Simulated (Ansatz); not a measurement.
A series of calculations on CH₄AlCl

## 1. Relaxation

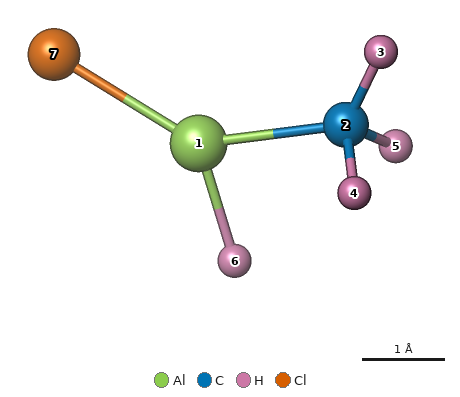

CH4AlCl, before the relaxation. A ball-and-stick model, seen at a tilt.

The run prepares an end point of a later path (reaction) calculation, from a guessed geometry.

These are results of RHF/def2-SVP in Ansatz, not measurements.

Input
```yaml
crystal:
  periodic: [false, false, false]
  atoms:
    - { symbol: Al, position_ang: [0.30589, 0.012535, 0.017009] }
    - { symbol: C, position_ang: [1.035371, -0.035505, 1.81134] }
    - { symbol: H, position_ang: [0.489031, -0.175546, 2.747183] }
    - { symbol: H, position_ang: [1.801133, -0.815509, 1.738323] }
    - { symbol: H, position_ang: [1.579481, 0.914126, 1.870117] }
    - { symbol: H, position_ang: [1.767163, 0.204309, -0.442257] }
    - { symbol: Cl, position_ang: [-1.538469, -0.10441, -0.960715] }
basis:
  gaussian: { orbitals: def2-SVP }
hamiltonian:
  xc: hf
relax:
  f_tol: 0.03
  max_steps: 50
```

Launched with:
```bash
ansatz run input.yaml --threads 1 --pin off --max-ram 2048MiB --backend cpu --events-out ev --progress --plain --runs-dir out
```

Question: Where does the relaxation end?

Answer: The atom that moves furthest after the best rigid fit is H6 (0.75 Å). Largest moves by element: H 0.75 Å, Cl 0.36 Å, Al 0.30 Å, C 0.06 Å. Near-neighbour distances that change, for instance: Al1–Cl7 2.091 → 2.118 Å, Al1–H6 1.544 → 1.571 Å, Al1–C2 1.938 → 1.954 Å. Bond angles that change, for instance: C2–Al1–H6 85.5° → 124.0°, C2–Al1–Cl7 139.8° → 119.9°, H6–Al1–Cl7 134.7° → 116.1°. Over 7 geometry steps the energy falls by 76.6 kJ/mol. The largest force component goes from 1.9 to 0.008 eV/Å. Cost: 10 s on 1 thread of Arm Neoverse V1, with other jobs on the host, peak memory 0.12 GiB.

The structure at the end:

```xyz
7

Al    0.6006    0.0528   -0.0279
C     1.0692   -0.0331    1.8667
H     0.2018   -0.1789    2.5141
H     1.7714   -0.8529    2.0523
H     1.5748    0.8862    2.1818
H     1.6457    0.2571   -1.1826
Cl   -1.4238   -0.1311   -0.6234
```

The end point in the same view:

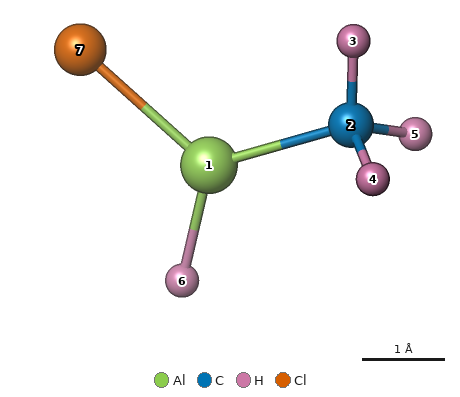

Limits of the set-up: Hartree-Fock leaves out electron correlation.

## 2. Relaxation

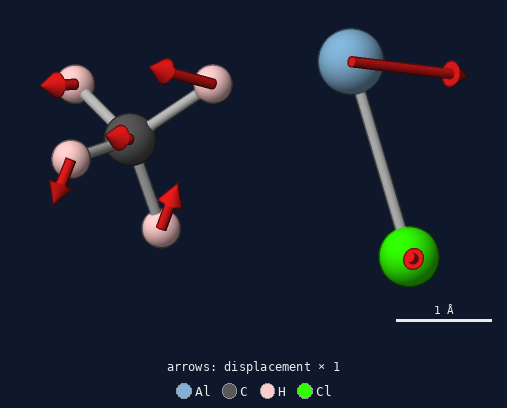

This is a relaxation of CH₄AlCl. The starting structure is drawn; red arrows show the displacements, at their true length. The two geometries are superimposed by the best rigid fit.

Style: ball-and-stick. Shown from a free direction.

The run prepares an end point of a later path (reaction) calculation, from a guessed geometry.

The calculation used RHF/def2-SVP in Ansatz.

Input file:
```yaml
crystal:
  periodic: [false, false, false]
  atoms:
    - { symbol: Al, position_ang: [-0.192897, 0.971496, -0.872597] }
    - { symbol: C, position_ang: [1.467765, -0.10232, 1.618197] }
    - { symbol: H, position_ang: [0.46163, -0.489441, 1.766208] }
    - { symbol: H, position_ang: [2.155695, -0.616348, 2.289654] }
    - { symbol: H, position_ang: [1.498273, 0.966594, 1.826964] }
    - { symbol: H, position_ang: [1.791611, -0.285885, 0.583826] }
    - { symbol: Cl, position_ang: [-1.742476, -0.444095, -0.431253] }
basis:
  gaussian: { orbitals: def2-SVP }
hamiltonian:
  xc: hf
relax:
  f_tol: 0.03
  max_steps: 50
```

Command:
```bash
ansatz run input.yaml --threads 1 --pin off --max-ram 2048MiB --backend cpu --events-out ev --progress --plain --runs-dir out
```

What did the optimiser do to the structure, and how much energy did it gain?

The energy falls by 17.3 kJ/mol in 15 accepted moves (16 points after the start). Largest force component: 0.37 eV/Å at the start, 0.02 eV/Å at the end. The line search rejected the trial step at point 15 of the run. The forces were under the threshold at step 6, but the run went on from there. Al1 moves most after the best rigid fit: 1.65 Å. By element the largest moves are Al 1.65 Å, H 0.94 Å, C 0.39 Å, Cl 0.29 Å. Among the contacts that change: Al1–Cl7 2.145 → 2.154 Å, C2–H6 1.099 → 1.090 Å.

Limits of the set-up: the start holds two separate molecules, 2.8 Å apart at their closest, whose relative position is a soft coordinate and is computed without a dispersion correction; Hartree-Fock leaves out electron correlation.

## 3. Path

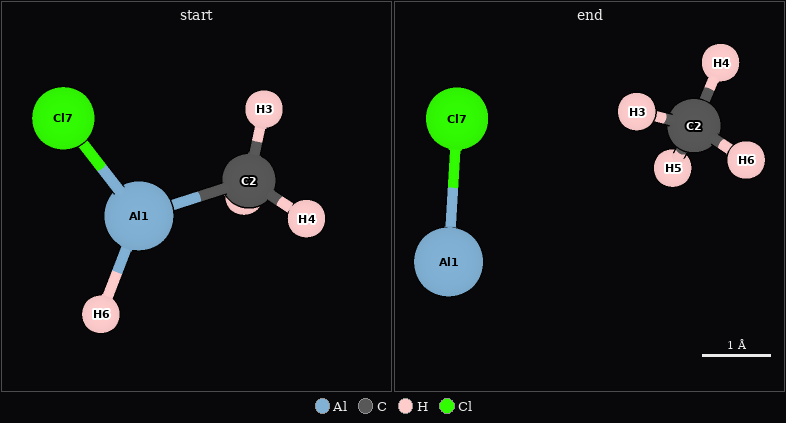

The two relaxed end points of a path for CH$_{4}$AlCl. A ball-and-stick model, seen at a tilt.

The calculation used RHF/def2-SVP in Ansatz.

Set-up: 7 movable images; climbing image; force threshold 0.05 eV/Å; iteration limit 60.

Start:
```xyz
7

Al    0.6017    0.0516   -0.0282
C     1.0682   -0.0321    1.8670
H     0.2000   -0.1768    2.5137
H     1.7699   -0.8520    2.0544
H     1.5738    0.8874    2.1816
H     1.6482    0.2541   -1.1819
Cl   -1.4221   -0.1323   -0.6256
```

End:
```xyz
7

Al   -1.5629    1.1670   -1.8445
C     1.8004   -0.1448    1.8206
H     0.8309   -0.3572    1.3703
H     1.9717   -0.8287    2.6522
H     1.8171    0.8818    2.1874
H     2.5866   -0.2763    1.0768
Cl   -2.0042   -0.4417   -0.4818
```

**What barrier does the band find between them, and by what path?**

The highest point, image 3, lies 100.7 kcal/mol above the start and 91.1 kcal/mol above the end; the end is at +9.7 kcal/mol relative to the start. Breaking: Al1–C2 (1.95 → 2.20 at the top → 5.14 Å), Al1–H6 (1.57 → 1.57 at the top → 5.28 Å). Forming: C2–H6 (3.12 → 1.68 at the top → 1.09 Å). The band converged in 12 iterations. The largest component of the band force went from 47 to 0.032 eV/Å. The climbing image converged on the top of the path. Its vibrational analysis gives one imaginary mode (1929i cm⁻¹), as a transition state must have.

Energies of the converged images:

| image | path (Å) | E (kcal/mol) |
| --- | --- | --- |
| 0 | 0.00 | 0.0 |
| 1 | 0.92 | 0.0 |
| 2 | 1.84 | 20.6 |
| 3 | 2.76 | 100.7 |
| 4 | 3.60 | 23.1 |
| 5 | 4.44 | 11.0 |
| 6 | 5.29 | 10.1 |
| 7 | 6.13 | 9.8 |
| 8 | 6.97 | 9.7 |

The geometry at the top of the path:

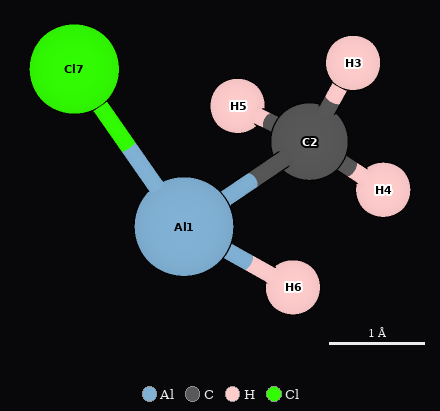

Limits of the set-up: Hartree-Fock leaves out electron correlation.
